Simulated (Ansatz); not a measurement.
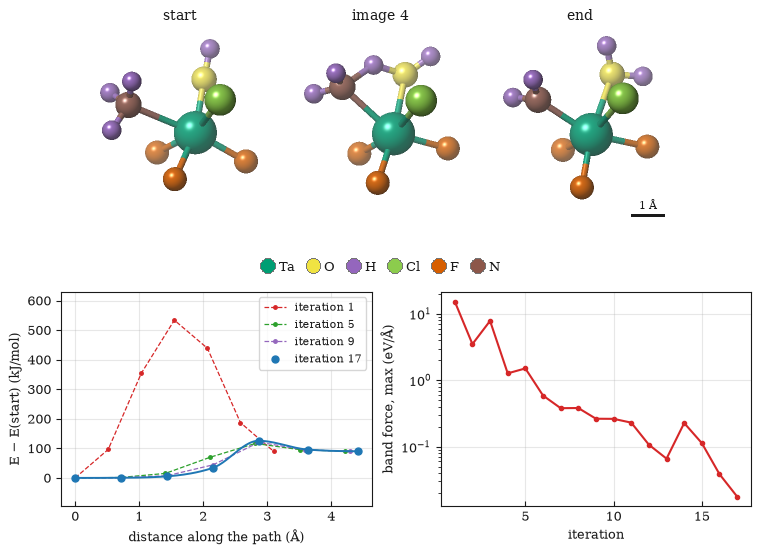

NEB run on TaNH$_{4}$OClF$_{3}$. Images are numbered from 0 (start) to 6 (end). The plot follows the band through its iterations. A ball-and-stick model, seen at a tilt.

Computed with RKS PBE0-D4/def2-SVP (Ansatz). Set-up: 5 movable images; climbing image; force threshold 0.03 eV/Å; iteration limit 60; starting path by straight interpolation.

### Judge this run.

The run is converged, with reservations. The band converged in 17 iterations. The largest component of the band force went from 15 to 0.018 eV/Å. The climbing image converged on the top of the path. Its curvatures weren't checked. The straight starting path can push atoms close together and costs iterations. The first iteration put the highest image at 533.9 kJ/mol. The highest point, image 4, lies 125.7 kJ/mol above the start and 35.5 kJ/mol above the end; the end is at +90.2 kJ/mol relative to the start.
